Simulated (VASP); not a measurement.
Band structure of ZnS (wurtzite). Computed with SCAN meta-GGA, VASP's PBE PAW potentials (set 64) (plane waves; VASP).

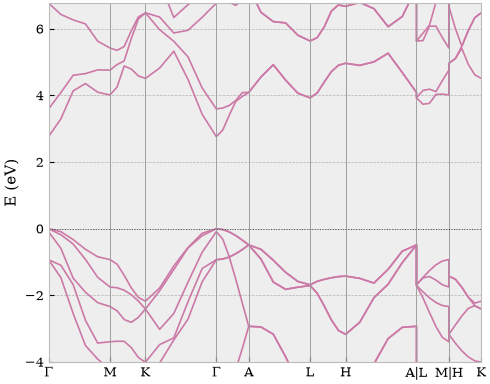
Bands along high-symmetry lines, zero at the valence-band maximum or, without a gap, the Fermi level

### Question
Read the plot: is there a gap, and where are the band edges?

### Answer
The gap is direct, 2.76 eV, from the valence maximum at Γ to the conduction minimum at Γ.

Measured: gap 3.91 eV (computed value off by -1.15 eV), as given by Mehmet Aras et al., The Journal of Chemical Physics (2014), arXiv:1312.4272.

The compound is ZnS in the wurtzite structure, the high-temperature form. It was relaxed first.
